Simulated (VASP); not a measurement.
Band structure of BaTiO3 (space group Amm2). Level of theory: LDA (Ceperley-Alder, Perdew-Zunger), VASP's LDA PAW potentials (set 64) (plane waves; VASP 6.6.1).

Unless said otherwise, spin-orbit coupling is left out, though it shifts the bands of the heavy elements here.

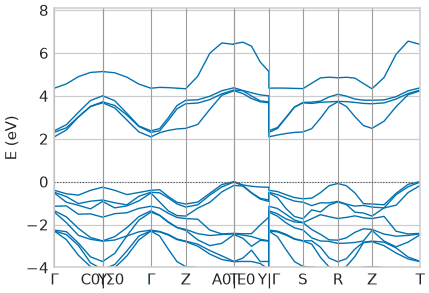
Bands along high-symmetry lines, zero at the valence-band maximum or, without a gap, the Fermi level

### Question
Read the plot: is there a gap, and where are the band edges?

### Answer
The gap is indirect, 2.09 eV, from the valence maximum at A0 to the conduction minimum at Γ.

The structure comes from a computed database's BaTiO3 entry (Amm2); how it stands against other phases isn't given here. The cell was not relaxed at this level.
